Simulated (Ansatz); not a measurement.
# SiNH5 (SMILES [SiH3]N): BHLYP/def2-TZVP

What is the energy change on altering one bond length of SiNH5 at BHLYP/def2-TZVP? 

The calculation is run with Ansatz 0.2.0.

55 further runs of the same task are left out: 55 set aside as unsound or not needed.

**1. The molecule**

SiNH5 has 7 atoms, charge 0, and is taken as a singlet. As SMILES, `[SiH3]N`. The shape is that of a PBE0-D4/def2-TZVP optimisation.

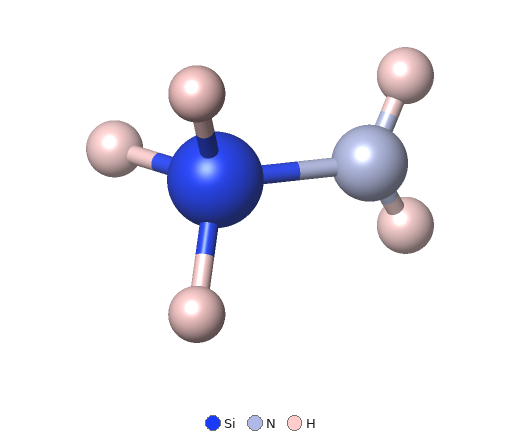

Viewed from a chosen angle; silicon blue, nitrogen light blue, hydrogen pink.

**2. The energy at BHLYP/def2-TZVP**

input.yaml

```yaml
crystal:
  periodic: [false, false, false]
  atoms:
    - {symbol: Si, position_ang: [-0.413010, -0.292700, -0.422350]}
    - {symbol: N, position_ang: [0.611760, 0.348670, 0.801280]}
    - {symbol: H, position_ang: [-0.018320, -1.706330, -0.653330]}
    - {symbol: H, position_ang: [-1.813170, -0.217090, 0.068940]}
    - {symbol: H, position_ang: [-0.367930, 0.402730, -1.743970]}
    - {symbol: H, position_ang: [0.391580, 1.238230, 1.219480]}
    - {symbol: H, position_ang: [1.609100, 0.226510, 0.729930]}
basis:
  gaussian:
    orbitals: def2-TZVP
hamiltonian:
  xc: {name: BHLYP}
accuracy: high
output:
  orbitals: {seedname: orbitals}
```

Command:

```
ansatz run input.yaml --threads 1 --pin off --max-ram 3480MiB --events-out events.jsonl --progress --plain --runs-dir runs
```

Output:

```text
Warning: RAYON_NUM_THREADS=1 ignored (pool sized by the plan → 1); use --threads N
Functional definition: BHLYP
  name "BHLYP"
  parameter a = 0.5
  exchange = (1 - a)*b88_x + a*exact_x
  correlation = lyp_c
1820 factors; integrals over basis functions are off by at most 3.8e-9 eV
mean field evaluation 1: about -9445.3821 eV, gradient 4.8e1 eV
mean field evaluation 2: about -9444.1950 eV, gradient 5.2e1 eV
mean field evaluation 4: about -9449.6218 eV, gradient 4.4e-1 eV
mean field evaluation 8: about -9449.6270 eV, gradient 1.4e-2 eV
mean field evaluation 16: about -9449.6270 eV, gradient 6.2e-7 eV
mean field -9449.62702429 eV, -347.2673879555 hartree, gradient 2.3e-8 eV, S^2 0.000000; 0 other end points of the search recorded, 0 dependent functions left out
reference -9449.62705054 eV, -347.2673889200 hartree; 13, 13 occupied and 85, 85 virtual orbitals, 1820 factors
Total energy: -9449.62705054 eV, -347.2673889200 hartree
```

Wall time 4.5 s (1 thread of Arm Neoverse V2, shared host); peak memory 0.25 GiB.

**3. The distorted shape, same level**

job.yaml

```yaml
crystal:
  periodic: [false, false, false]
  atoms:
    - {symbol: Si, position_ang: [-0.236860, -1.004374, -0.756922]}
    - {symbol: "N", position_ang: [0.787910, -0.363004, 0.466708]}
    - {symbol: H, position_ang: [0.157830, -2.418004, -0.987902]}
    - {symbol: H, position_ang: [-1.637020, -0.928764, -0.265632]}
    - {symbol: H, position_ang: [-0.191780, -0.308944, -2.078542]}
    - {symbol: H, position_ang: [0.391580, 1.238230, 1.219480]}
    - {symbol: H, position_ang: [1.785250, -0.485164, 0.395358]}
basis:
  gaussian: {orbitals: def2-TZVP}
hamiltonian: {xc: {name: BHLYP}}
accuracy: high
output: {orbitals: {seedname: orbitals}}
```

Command:

```
ansatz run job.yaml --threads 1 --pin off --max-ram 3480MiB --events-out events.jsonl --progress --plain --runs-dir runs
```

Output:

```text
Warning: RAYON_NUM_THREADS=1 ignored (pool sized by the plan → 1); use --threads N
[... 5 set-up lines as earlier in the session ...]
1836 factors; integrals over basis functions are off by at most 3.7e-9 eV
mean field evaluation 1: about -9438.4804 eV, gradient 5.3e1 eV
mean field evaluation 2: about -9427.8366 eV, gradient 8.0e1 eV
mean field evaluation 4: about -9445.3686 eV, gradient 1.6e0 eV
mean field evaluation 8: about -9445.3812 eV, gradient 8.8e-2 eV
mean field evaluation 16: about -9445.3813 eV, gradient 5.1e-5 eV
mean field -9445.38125544 eV, -347.1113588282 hartree, gradient 9.8e-8 eV, S^2 0.000000; 0 other end points of the search recorded, 0 dependent functions left out
reference -9445.38128384 eV, -347.1113598717 hartree; 13, 13 occupied and 85, 85 virtual orbitals, 1836 factors
Total energy: -9445.38128384 eV, -347.1113598717 hartree
```

It took 4.5 s on 1 thread of Arm Neoverse V2, shared host; peak memory 0.25 GiB.

**4. Outcome**

Level: BHLYP/def2-TZVP.

| quantity | value |
| --- | --- |
| first shape: total energy | -347.26739 Eh |
| first shape: HOMO energy | -8.77 eV |
| first shape: LUMO energy | 1.05 eV |
| first shape: HOMO–LUMO gap | 9.82 eV |
| distorted shape: total energy | -347.11136 Eh |
| distorted shape: HOMO energy | -8.67 eV |
| distorted shape: LUMO energy | -2.15 eV |
| distorted shape: HOMO–LUMO gap | 6.52 eV |
| energy change with the N2–H6 bond stretched from 1.007 to 1.813 Å | 4.246 eV |

In words: With the N2–H6 bond stretched from 1.007 to 1.813 Å the energy rises by 4.25 eV (410 kJ/mol). The first shape isn't relaxed at this level, so the change isn't measured from a minimum. A restricted reference can't describe the breaking bond well at this length.
